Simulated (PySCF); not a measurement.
```
atom    x (Å)    y (Å)    z (Å)
   C  -1.7532   0.7320   1.0816
   N  -1.0172  -0.0342   0.1109
   C  -1.8405  -1.0184  -0.5460
  Si   0.3874   0.6104  -0.6526
  Si   1.7959   1.4549   0.9465
   O   1.0796  -0.6374  -1.4375
  Si   1.9327  -2.0093  -1.5495
   H  -1.0863   1.4273   1.5873
   H  -2.1961   0.0640   1.8267
   H  -2.5648   1.3057   0.6150
   H  -2.6659  -0.5539  -1.0994
   H  -2.2670  -1.7014   0.1949
   H  -1.2309  -1.5875  -1.2415
   H   0.0918   1.4851  -1.8070
   H   1.4361   2.8337   1.3062
   H   1.8504   0.7174   2.2165
   H   3.1840   1.5150   0.4755
   H   3.3432  -1.6466  -1.5188
   H   1.5111  -2.9476  -0.5161
```

Geometry: GFN2-xTB.

Method: UKS B3LYP, pcH-1 on C H N O Si, non-relativistic, mean-field spin-orbit, GIAO in PySCF.

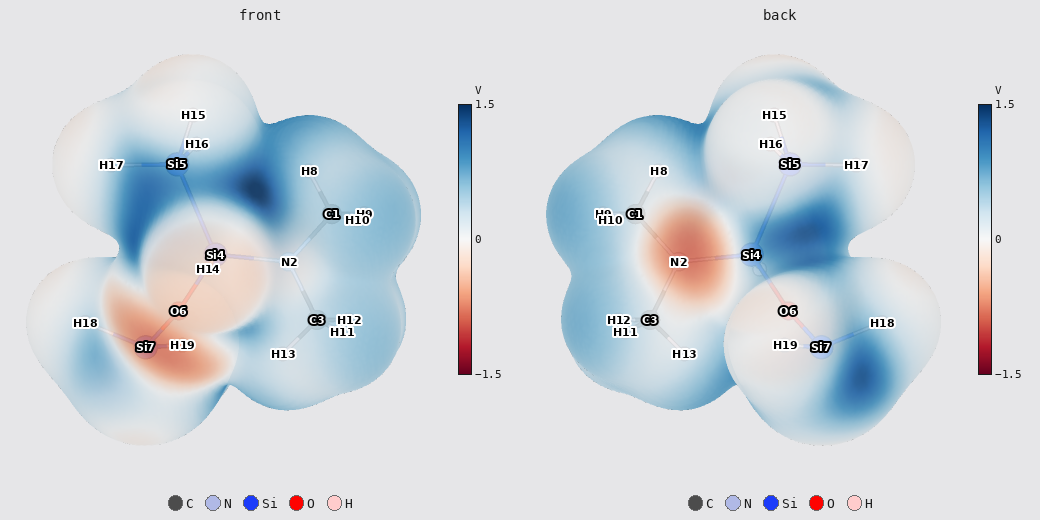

C₂H₁₂NOSi₃ (doublet). The molecular electrostatic potential painted on the density surface at 0.002 e/bohr³, seen from the front and from behind; red is negative and blue positive.

Q: Which sites attract a positive test charge, and which a negative one?

A: A positive charge is drawn to the negative regions and a negative charge to the positive ones. The most negative region (about −0.8 V, or −18 kcal/mol for a unit charge) lies over N2 and O6, the most positive (about +1.3 V, or +30 kcal/mol for a unit charge) over Si4, Si5 and Si7.
